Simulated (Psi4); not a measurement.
# One shape, several levels: triplet [SnH5]−

Aim: a comparison of 3 runs (U-wB97M-V/def2-SVPD, UB2PLYP/def2-SVPD, UOMP2/def2-SVPD) of triplet [SnH5]−. 

The results are computed with Psi4 1.11.

2 further runs of the same task are left out: 2 set aside as unsound or not needed.

### 1 The molecule

[SnH5]− has 6 atoms, charge -1, and is taken as a triplet. As SMILES of the parent species, `[H][Sn-]([H])([H])([H])[H]`. Geometry: a GFN2-xTB relaxation, a rough one for these elements and not checked as a minimum. That shape belongs to the parent species and isn't relaxed for this state.

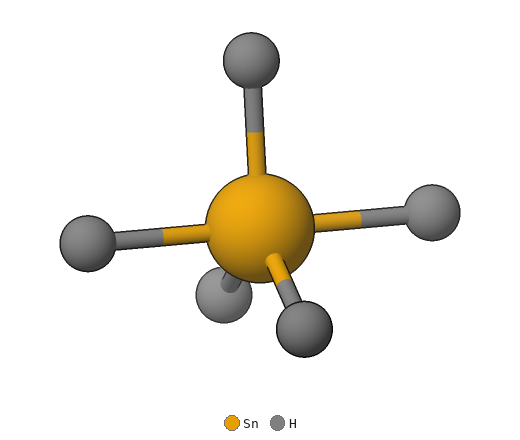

The structure, seen from a chosen angle (tin amber, hydrogen grey).

### 2 The energy at U-wB97M-V/def2-SVPD (core potential) (run 1)

job.dat reads:

```
memory 1600 mb

molecule {
  -1 3
  Sn     0.000450    -0.001410     0.000420
  H     -0.020070    -0.006290     1.885790
  H      0.020250     0.010720    -1.888030
  H      1.782780     0.010780     0.018860
  H     -0.902470     1.535970    -0.003420
  H     -0.880950    -1.549760    -0.013620
  symmetry c1
}

set {
  reference            uks
  puream               true
  e_convergence        1e-09
  d_convergence        1e-08
  scf_type             pk
  dft_radial_points    99
  dft_spherical_points 590
  maxiter              200
}

energy("wb97m-v/def2-SVPD")
```

On the command line:

```
$ psi4 -n 1 job.dat job.out
```

job.out:

```text
[...]
    !!!  WARNING: ECP capability is in beta. Please check occupations closely.  !!!
[...]
  Running in c1 symmetry.
[...]
  Nuclear repulsion =   33.811612386778179
[...]
  Multiplicity = 3
[...]
  Nalpha       = 15
  Nbeta        = 13
[...]
    Number of basis functions: 72
[...]
   @UKS iter   1:  -216.81345280389314   -1.23404e+00   7.07971e-03 DIIS/ADIIS
[...]
   @UKS iter  14:  -217.02753214717055   -6.63931e-11   9.18374e-09 DIIS
[...]
   @S^2 Observed:                2.023180130E+00
[...]
    Orbital Energies [Eh]
    ---------------------
    Alpha Occupied:
       1A     -5.072372     2A     -3.402411     3A     -3.401874
       4A     -3.401862     5A     -0.964609     6A     -0.960401
       7A     -0.960387     8A     -0.956805     9A     -0.956798
      10A     -0.471241    11A     -0.292662    12A     -0.260844
      13A     -0.260718    14A     -0.168829    15A      0.028528
    Alpha Virtual:
      16A      0.227332    17A      0.227445    18A      0.254268
      19A      0.254333    20A      0.262762    21A      0.292265
      22A      0.305897    23A      0.306007    24A      0.314580
      25A      0.329289    26A      0.365310    27A      0.365375
[...]
  @UKS Final Energy:  -217.02753214717055
   => Energetics <=
    Nuclear Repulsion Energy =             33.8116123867781795
    One-Electron Energy =                -451.0904384560690232
    Two-Electron Energy =                 213.5762512468222667
    DFT Exchange-Correlation Energy =     -13.4300121282631402
    Empirical Dispersion Energy =           0.0000000000000000
    VV10 Nonlocal Energy =                  0.1050548035611999
    Total Energy =                       -217.0275321471705468
[...]
 Multipole Moments:
 ------------------------------------------------------------------------------------
     Multipole            Electronic (a.u.)      Nuclear  (a.u.)        Total (a.u.)
 ------------------------------------------------------------------------------------
 L = 1.  Multiply by 2.5417464519 to convert [e a0] to [Debye]
 Dipole X            :          0.0049167           -0.0040058            0.0009109
 Dipole Y            :         -0.0136014            0.0125200           -0.0010814
 Dipole Z            :          0.0039410           -0.0037250            0.0002161
 Magnitude           :                                                    0.0014304
[...]
```

It took 99 s on 1 thread of Intel Xeon Platinum 8488C (Sapphire Rapids), shared host; peak memory 1.2 GiB.

### 3 The energy at UB2PLYP/def2-SVPD (core potential, density fitting for correlation) (run 2)

job.py reads:

```python
import psi4

psi4.set_memory(1600000000)
psi4.set_num_threads(1)
psi4.set_output_file('psi4.out', False)

m = psi4.geometry("""
-1 3
Sn     0.000450    -0.001410     0.000420
H     -0.020070    -0.006290     1.885790
H      0.020250     0.010720    -1.888030
H      1.782780     0.010780     0.018860
H     -0.902470     1.535970    -0.003420
H     -0.880950    -1.549760    -0.013620
units angstrom
symmetry c1
no_reorient
no_com
""")

psi4.set_options({
    'basis': 'def2-SVPD',
    'reference': 'uks',
    'puream': True,
    'e_convergence': 1e-09,
    'd_convergence': 1e-08,
    'scf_type': 'pk',
    'dft_radial_points': 99,
    'dft_spherical_points': 590,
    'num_frozen_docc': 4,
    'maxiter': 200,
})

e_tot = psi4.energy("B2PLYP", molecule=m)
print('E =', round(e_tot, 9))
```

On the command line:

```
$ python job.py
```

psi4.out:

```text
[...]
    !!!  WARNING: ECP capability is in beta. Please check occupations closely.  !!!
[...]
  Running in c1 symmetry.
[...]
  Nuclear repulsion =   33.811612386778179
[...]
  Multiplicity = 3
[...]
  Nalpha       = 15
  Nbeta        = 13
[...]
    Number of basis functions: 72
[...]
   @UKS iter   1:  -216.51581995686871   -1.10551e+00   7.41199e-03 ADIIS/DIIS
[...]
   @UKS iter  14:  -216.76262194765096   -9.52127e-12   3.58333e-09 DIIS
[...]
   @S^2 Observed:                2.040126539E+00
[...]
    Orbital Energies [Eh]
    ---------------------
    Alpha Occupied:
       1A     -5.236985     2A     -3.514116     3A     -3.513102
       4A     -3.513091     5A     -0.971466     6A     -0.965100
       7A     -0.965086     8A     -0.961184     9A     -0.961176
      10A     -0.430166    11A     -0.265462    12A     -0.225752
      13A     -0.225589    14A     -0.145705    15A      0.062572
    Alpha Virtual:
      16A      0.202553    17A      0.202672    18A      0.231149
      19A      0.231213    20A      0.243505    21A      0.266909
      22A      0.279793    23A      0.279884    24A      0.289080
      25A      0.302644    26A      0.346996    27A      0.347066
[...]
  @UKS Final Energy:  -216.76262194765096
   => Energetics <=
    Nuclear Repulsion Energy =             33.8116123867781795
    One-Electron Energy =                -451.0438929625087212
    Two-Electron Energy =                 210.0435381696518391
    DFT Exchange-Correlation Energy =      -9.5738795415722482
    Empirical Dispersion Energy =           0.0000000000000000
    VV10 Nonlocal Energy =                  0.0000000000000000
    Total Energy =                       -216.7626219476509561
[...]
 Multipole Moments:
 ------------------------------------------------------------------------------------
     Multipole            Electronic (a.u.)      Nuclear  (a.u.)        Total (a.u.)
 ------------------------------------------------------------------------------------
 L = 1.  Multiply by 2.5417464519 to convert [e a0] to [Debye]
 Dipole X            :         -0.0175929            0.0178390            0.0002462
 Dipole Y            :          0.0575909           -0.0559359            0.0016550
 Dipole Z            :         -0.0183458            0.0166674           -0.0016784
 Magnitude           :                                                    0.0023700
[...]
```

Standard output:

```text
E = -216.824333137
```

It took 17 s on 1 thread of Intel Xeon Platinum 8488C (Sapphire Rapids), shared host; peak memory 0.96 GiB.

### 4 The energy at UOMP2/def2-SVPD (core potential, density fitting for correlation) (run 3)

h5sn.dat reads:

```
memory 1.6 GB

molecule molecule1 {
  -1 3
  Sn     0.000450    -0.001410     0.000420
  H     -0.020070    -0.006290     1.885790
  H      0.020250     0.010720    -1.888030
  H      1.782780     0.010780     0.018860
  H     -0.902470     1.535970    -0.003420
  H     -0.880950    -1.549760    -0.013620
  symmetry c1
}

set globals {
  basis def2-SVPD
  reference uhf
  puream true
  e_convergence 1e-09
  d_convergence 1e-08
  scf_type pk
  num_frozen_docc 4
  maxiter 200
}

energy_value, wavefunction = energy("omp2", return_wfn=True)
```

On the command line:

```
$ psi4 -n 1 h5sn.dat h5sn.out
```

h5sn.out:

```text
[...]
    !!!  WARNING: ECP capability is in beta. Please check occupations closely.  !!!
[...]
  Running in c1 symmetry.
[...]
  Nuclear repulsion =   33.811612386778179
[...]
  Multiplicity = 3
[...]
  Nalpha       = 15
  Nbeta        = 13
[...]
    Number of basis functions: 72
[...]
   @UHF iter   1:  -215.87898941449566   -1.35078e+00   5.68819e-03 DIIS/ADIIS
[...]
   @UHF iter  18:  -216.03169999022822   -4.31726e-11   7.75909e-09 DIIS
[...]
   @S^2 Observed:                2.087297589E+00
[...]
    Orbital Energies [Eh]
    ---------------------
    Alpha Occupied:
       1A     -5.692482     2A     -3.880818     3A     -3.879604
       4A     -3.879595     5A     -1.155412     6A     -1.146103
       7A     -1.146087     8A     -1.141400     9A     -1.141390
      10A     -0.532886    11A     -0.368690    12A     -0.307778
      13A     -0.307482    14A     -0.234360    15A      0.048509
    Alpha Virtual:
      16A      0.250585    17A      0.250691    18A      0.272802
      19A      0.272889    20A      0.297765    21A      0.309919
      22A      0.321026    23A      0.321124    24A      0.330406
      25A      0.363864    26A      0.408017    27A      0.408088
[...]
  @UHF Final Energy:  -216.03169999022822
   => Energetics <=
    Nuclear Repulsion Energy =             33.8116123867781795
    One-Electron Energy =                -450.6741255274220634
    Two-Electron Energy =                 200.8308131504156790
    Total Energy =                       -216.0316999902282191
  UHF NO Occupations:
  HONO-2 :   13  A 1.9690202
  HONO-1 :   14  A 1.0000000
[...]
 Multipole Moments:
 ------------------------------------------------------------------------------------
     Multipole            Electronic (a.u.)      Nuclear  (a.u.)        Total (a.u.)
 ------------------------------------------------------------------------------------
 L = 1.  Multiply by 2.5417464519 to convert [e a0] to [Debye]
 Dipole X            :          0.0049560           -0.0040058            0.0009502
 Dipole Y            :         -0.0121789            0.0125200            0.0003411
 Dipole Z            :         -0.0028222           -0.0037250           -0.0065471
 Magnitude           :                                                    0.0066245
[...]
	DF-SCS-MP2 Total Energy (a.u.)     :  -216.21144169181355
	DF-SOS-MP2 Total Energy (a.u.)     :  -216.21342638155662
[...]
	DF-SCS-OMP2 Total Energy (a.u.)    :  -216.21677178356251
	DF-SOS-OMP2 Total Energy (a.u.)    :  -216.20372599026112
	DF-SCS(N)-OMP2 Total Energy (a.u.) :  -216.09514474290407
[...]
	DF-OMP2 Total Energy (a.u.)        :  -216.21328619748709
[...]
```

Wall time 42 s (1 thread of Intel Xeon Platinum 8488C (Sapphire Rapids), shared host); peak memory 0.26 GiB.

### 5 Overview of the runs

```csv
run,level,frozen core orbitals,fitting correlation,energy (Eh),HOMO energy (eV),LUMO energy (eV),⟨S²⟩,wall time
1,U-wB97M-V/def2-SVPD (core potential),0,–,-217.027532,0.78,2.09,2.023,99 s
2,"UB2PLYP/def2-SVPD (core potential, density fitting for correlation)",4,density fitting,-216.824333,1.70,–,2.040,17 s
3,"UOMP2/def2-SVPD (core potential, density fitting for correlation)",4,density fitting,-216.213286,1.32,3.27,2.087,42 s
```

### 6 Outcome

| quantity | value |
| --- | --- |
| run 3: total energy | -216.21329 Eh |
| run 3: HOMO energy (Hartree–Fock orbitals) (highest over α and β) | 1.32 eV |
| run 3: LUMO energy (Hartree–Fock orbitals) (lowest over α and β) | 3.27 eV |
| run 3: correlation energy (4 core orbitals frozen) | -181.6 mEh |
| run 3: ⟨S²⟩ of the reference determinant | 2.087 |

Totals of different functionals can't be ranked against each other. In runs 1, 2, 3 the HOMO lies above zero, so the outermost electron may be held by the basis alone. All runs together took 2.6 min, the longest 99 s.
